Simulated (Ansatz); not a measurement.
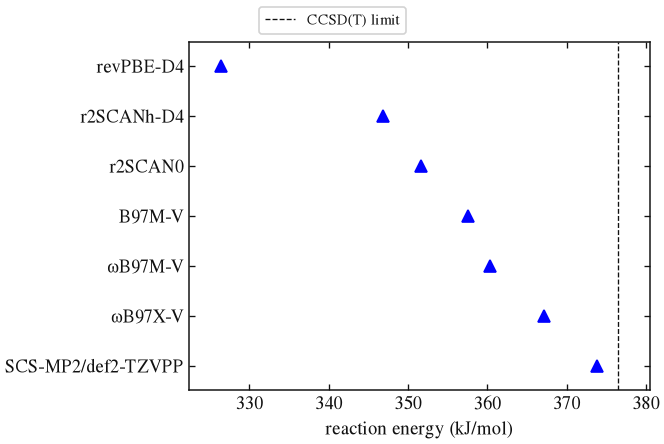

Electronic reaction energy of GeNH₃ClF ([NH2][GeH]([F])[Cl]) → GeNH₂ClF ([NH2][Ge]([F])[Cl]) [doublet] + H ([H]) [doublet] (SMILES in brackets) at several levels (functionals in def2-TZVPP unless a basis is named), isolated molecules at PBE0-D4 triple-zeta geometries, minima by their frequencies, no zero-point or thermal terms, the Ansatz code 0.2.0. The line is frozen-core CCSD(T) at the basis limit (MP2 extrapolated from triple and quadruple zeta, plus CCSD(T) less MP2 in a smaller set). No dispersion term is added to r2SCAN0. The distance of SCS-MP2/def2-TZVPP to the limit includes basis error. The limit lies 6.3 kJ/mol from CCSD(T)/def2-TZVPP, so the line itself is uncertain by a part of that.

Which level comes closest to the line (CCSD(T) limit), and which misses most?

Closest SCS-MP2/def2-TZVPP (373.8 kJ/mol), against 376.5 kJ/mol; farthest revPBE-D4 (326.4 kJ/mol).

Give the values.

| level | kJ/mol | less CCSD(T) limit |
| --- | --- | --- |
| revPBE-D4 | 326.4 | −50.0 |
| r2SCANh-D4 | 346.9 | −29.6 |
| r2SCAN0 | 351.6 | −24.9 |
| B97M-V | 357.6 | −18.8 |
| ωB97M-V | 360.3 | −16.2 |
| ωB97X-V | 367.1 | −9.4 |
| SCS-MP2/def2-TZVPP | 373.8 | −2.7 |
| CCSD(T) limit | 376.5 | 0.0 |

Caveats: no scalar relativity up to krypton; outer-core shells are correlated without core-valence functions, which makes the correlated values less sure.
